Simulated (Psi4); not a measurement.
# One shape, several levels: CClO+ (SMILES [O+]#CCl)

Wanted: a comparison of 4 runs (HF/STO-3G, HF/def2-SVP, M06-2X/def2-SVP, B3LYP/aug-cc-pVDZ) of CClO+. 

The results are computed with Psi4 1.11.

4 further runs of the same task are left out: 4 set aside as unsound or not needed.

## (1) The system as given

CClO+ has 3 atoms, charge +1, and is taken as a singlet. As SMILES, `[O+]#CCl`. The shape is that of a GFN2-xTB optimisation.

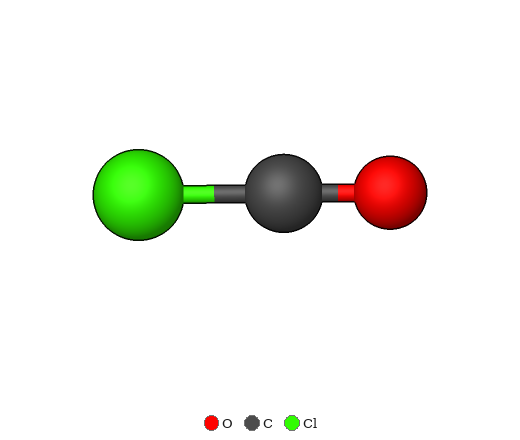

Viewed from a chosen angle; oxygen red, carbon dark grey, chlorine green.

## (2) A single-point energy at HF/STO-3G (run 1)

cclo.xyz

```xyz
3
CClO
O     -0.677350     1.027910    -0.255880
C     -0.074560     0.109500    -0.028570
Cl     0.751910    -1.137410     0.284450
```

run_ase.py

```python
import numpy as np
from ase.calculators.psi4 import Psi4
from ase.io import read

atoms = read('cclo.xyz')
calc = Psi4(atoms=atoms, method='hf', basis='STO-3G', memory='1600MB', num_threads=1, charge=1, multiplicity=1, label='cclo')
calc.psi4.set_options({'puream': True, 'e_convergence': 1e-09, 'd_convergence': 1e-08, 'scf_type': 'pk'})
atoms.calc = calc

print(f'energy: {atoms.get_potential_energy():.6f} eV')
```

Launch:

```console
python run_ase.py
```

cclo.dat:

```text
[...]
  Running in c1 symmetry.
[...]
  Nuclear repulsion =   85.114987379012092
[...]
  Multiplicity = 1
[...]
  Nalpha       = 15
  Nbeta        = 15
[...]
    Number of basis functions: 19
[...]
   @RHF iter   1:  -565.28630934677255   -2.14980e-01   2.79936e-02 ADIIS/DIIS
[...]
   @RHF iter  10:  -565.46491738155134   -6.82121e-13   2.89707e-09 DIIS
[...]
    Orbital Energies [Eh]
    ---------------------
    Doubly Occupied:
       1A   -104.277257     2A    -20.934495     3A    -11.700767
       4A    -10.929603     5A     -8.375378     6A     -8.366362
       7A     -8.366362     8A     -1.875754     9A     -1.550728
      10A     -1.079546    11A     -1.000516    12A     -1.000514
      13A     -0.998740    14A     -0.804675    15A     -0.804674
[...]
  @RHF Final Energy:  -565.46491738155134
   => Energetics <=
    Nuclear Repulsion Energy =             85.1149873790120921
    One-Electron Energy =                -937.0290691961877201
    Two-Electron Energy =                 286.4491644356243114
    Total Energy =                       -565.4649173815513450
[...]
 Multipole Moments:
 ------------------------------------------------------------------------------------
     Multipole            Electronic (a.u.)      Nuclear  (a.u.)        Total (a.u.)
 ------------------------------------------------------------------------------------
 L = 1.  Multiply by 2.5417464519 to convert [e a0] to [Debye]
 Dipole X            :          0.2986951           -0.4809347           -0.1822396
 Dipole Y            :         -0.4568071            0.7277129            0.2709058
 Dipole Z            :          0.1124470           -0.1819164           -0.0694694
 Magnitude           :                                                    0.3338072
[...]
```

On the terminal:

```text
energy: -15387.084150 eV
```

It took 1.1 s on 1 thread of Intel Xeon 6975P-C (Granite Rapids), shared host; peak memory 0.19 GiB.

## (3) Energy and forces at HF/def2-SVP (run 2)

job.json

```json
{
  "schema_name": "qcschema_input",
  "schema_version": 1,
  "molecule": {
    "schema_name": "qcschema_molecule",
    "schema_version": 2,
    "symbols": ["O", "C", "Cl"],
    "geometry": [-1.28000599, 1.94246838, -0.48354312, -0.14089798, 0.20692501, -0.05398948, 1.42090397, -2.14939339, 0.5375326],
    "molecular_charge": 1,
    "molecular_multiplicity": 1,
    "fix_symmetry": "c1",
    "fix_com": true,
    "fix_orientation": true
  },
  "driver": "gradient",
  "model": {
    "method": "hf",
    "basis": "def2-SVP"
  },
  "keywords": {
    "reference": "rhf",
    "puream": true,
    "e_convergence": 1e-09,
    "d_convergence": 1e-08,
    "scf_type": "pk"
  }
}
```

Launch:

```console
psi4 --qcschema job.json -n 1 --memory 1600MB
```

stdout:

```text
[...]
  Running in c1 symmetry.
[...]
  Nuclear repulsion =   85.114987442556043
[...]
  Multiplicity = 1
[...]
  Nalpha       = 15
  Nbeta        = 15
[...]
    Number of basis functions: 46
[...]
   @RHF iter   1:  -571.52431939637972    2.91178e-01   1.05285e-02 ADIIS/DIIS
[...]
   @RHF iter  11:  -571.63997004651935   -4.88853e-12   4.86545e-09 DIIS
[...]
  @RHF Final Energy:  -571.63997004651935
   => Energetics <=
    Nuclear Repulsion Energy =             85.1149874425560427
    One-Electron Energy =                -946.6952624201658182
    Two-Electron Energy =                 289.9403049310903384
    Total Energy =                       -571.6399700465194655
[...]
 Multipole Moments:
 ------------------------------------------------------------------------------------
     Multipole            Electronic (a.u.)      Nuclear  (a.u.)        Total (a.u.)
 ------------------------------------------------------------------------------------
 L = 1.  Multiply by 2.5417464519 to convert [e a0] to [Debye]
 Dipole X            :        -12.4218339           13.0699317            0.6480978
 Dipole Y            :         18.7725224          -19.7583905           -0.9858681
 Dipole Z            :         -4.7012029            4.9457724            0.2445695
 Magnitude           :                                                    1.2048987
[...]
  -Total Gradient:
     Atom            X                  Y                   Z
    ------   -----------------  -----------------  -----------------
       1       -0.043301054548     0.066526194842    -0.016267501788
       2        0.066796579211    -0.102377474192     0.025121657639
       3       -0.023495524668     0.035851279339    -0.008854155851
[...]
```

The result, in JSON:

```text
{
 "driver": "gradient",
 "model": {
  "method": "hf",
  "basis": "def2-SVP"
 },
 "success": true,
 "return_result": [-0.04330105454832134, 0.06652619484168598, -0.016267501787666283, 0.06679657921133625, -0.10237747419150589, 0.025121657638703165, -0.023495524668221246, 0.0358512793392195, -0.008854155850926498],
 "properties": {
  "calcinfo_nbasis": 46,
  "calcinfo_nmo": 46,
  "calcinfo_nalpha": 15,
  "calcinfo_nbeta": 15,
  "calcinfo_natom": 3,
  "nuclear_repulsion_energy": 85.11498744255604,
  "return_energy": -571.6399700465194,
  "return_gradient": [-0.04330105454832134, 0.06652619484168598, -0.016267501787666283, 0.06679657921133625, -0.10237747419150589, 0.025121657638703165, -0.023495524668221246, 0.0358512793392195, -0.008854155850926498],
  "scf_one_electron_energy": -946.6952624201658,
  "scf_two_electron_energy": 289.94030493109034,
  "scf_dipole_moment": [0.6480978148822825, -0.9858680904706176, 0.24456947894686998],
  "scf_total_energy": -571.6399700465194,
  "scf_total_gradient": [-0.04330105454832134, 0.06652619484168598, -0.016267501787666283, 0.06679657921133625, -0.10237747419150589, 0.025121657638703165, -0.023495524668221246, 0.0358512793392195, -0.008854155850926498],
  "scf_iterations": 11
 }
}
```

Run time: 1.4 s. Hardware: 1 thread of Intel Xeon 6975P-C (Granite Rapids), shared host; peak memory 0.2 GiB.

Run 3 isn't shown in full; the table further down has it.

## (4) A single-point energy at B3LYP/aug-cc-pVDZ (run 4)

calc.inp

```
memory 1.6 GB

molecule {
  1 1
  O     -0.677350     1.027910    -0.255880
  C     -0.074560     0.109500    -0.028570
  Cl     0.751910    -1.137410     0.284450
  units angstrom
  symmetry c1
  no_reorient
  no_com
}

set globals {
  basis aug-cc-pVDZ
  reference rks
  puream true
  e_convergence 1e-09
  d_convergence 1e-08
  scf_type pk
  dft_radial_points 99
  dft_spherical_points 590
}

e, wfn = energy("b3lyp", return_wfn=True)
oeprop(wfn, "MAYER_INDICES", "LOWDIN_CHARGES", "MULLIKEN_CHARGES")
print_variables()
```

Launch:

```console
psi4 calc.inp calc.out -n 1
```

calc.out:

```text
[...]
  Running in c1 symmetry.
[...]
  Nuclear repulsion =   85.114987379012092
[...]
  Multiplicity = 1
[...]
  Nalpha       = 15
  Nbeta        = 15
[...]
    Number of basis functions: 73
[...]
   @RKS iter   1:  -573.05412941121051    4.48415e-01   7.61015e-03 DIIS/ADIIS
[...]
   @RKS iter  11:  -573.18862007937287    0.00000e+00   1.25959e-09 DIIS
[...]
  @RKS Final Energy:  -573.18862007937287
   => Energetics <=
    Nuclear Repulsion Energy =             85.1149873790120921
    One-Electron Energy =                -947.7412211011035197
    Two-Electron Energy =                 323.2265995913122651
    DFT Exchange-Correlation Energy =     -33.7889859485938118
    Empirical Dispersion Energy =           0.0000000000000000
    VV10 Nonlocal Energy =                  0.0000000000000000
    Total Energy =                       -573.1886200793729813
[...]
 Multipole Moments:
 ------------------------------------------------------------------------------------
     Multipole            Electronic (a.u.)      Nuclear  (a.u.)        Total (a.u.)
 ------------------------------------------------------------------------------------
 L = 1.  Multiply by 2.5417464519 to convert [e a0] to [Debye]
 Dipole X            :        -12.3980270           13.0699317            0.6719047
 Dipole Y            :         18.7387334          -19.7583906           -1.0196572
 Dipole Z            :         -4.6919506            4.9457723            0.2538218
 Magnitude           :                                                    1.2472298
[...]
```

Run time: 5.1 s. Hardware: 1 thread of Intel Xeon 6975P-C (Granite Rapids), shared host; peak memory 0.7 GiB.

## (5) The series

```tsv
run	level	task	integration grid	energy (Eh)	HOMO energy (eV)	LUMO energy (eV)	HOMO–LUMO gap (eV)	wall time
1	HF/STO-3G	energy	–	-565.464917	-21.90	-3.40	18.50	1.1 s
2	HF/def2-SVP	gradient	–	-571.639970	-22.34	-4.49	17.85	1.4 s
3	M06-2X/def2-SVP	gradient	99 radial × 590 angular	-572.865116	-20.23	-7.79	12.44	5.1 s
4	B3LYP/aug-cc-pVDZ	energy	99 radial × 590 angular	-573.188620	-18.47	-9.19	9.28	5.1 s
```

## (6) Outcome

```
            quantity          value
 run 4: total energy  -573.18862 Eh
  run 4: HOMO energy      -18.47 eV
  run 4: LUMO energy       -9.19 eV
run 4: HOMO–LUMO gap        9.28 eV
```

What this shows: The HOMO–LUMO gap runs from 9.28 eV (B3LYP/aug-cc-pVDZ) to 18.50 eV (HF/STO-3G). The two ends differ in method and basis. Totals of different functionals can't be ranked against each other. In run 1 the basis is minimal, so the values are rough. All runs together took 13 s, the longest 5.1 s.
